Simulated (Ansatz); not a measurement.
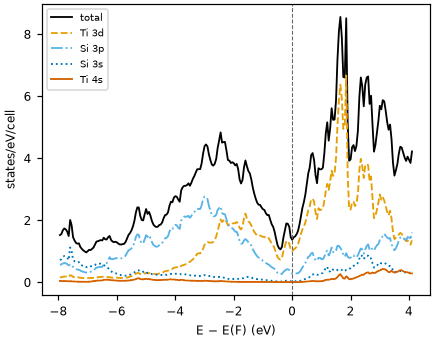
Fig. 1. Total and projected density of states of TiSi₂ in space group Cmcm (No. 63; Ti on 4c, Si on 4c, Si on 4c), the program Ansatz at the PBE level (PAW)

Which orbitals carry the states next to the Fermi level?

Within 0.5 eV of the Fermi level: Ti 3d 71 %, Si 3p 21 %. Projections are on Löwdin-orthogonalised atomic valence shells; empty p or d shells of many metals are not among them.

Where is the tallest occupied peak in this window, and what makes it?

Near -2.4 eV, about 4.8 states/eV per cell; the largest projected share is Si 3p.

The cell was relaxed with PBE under the symmetry of its start. No spin polarisation was allowed.

Potentials: the earlier of the program's two PAW sets.
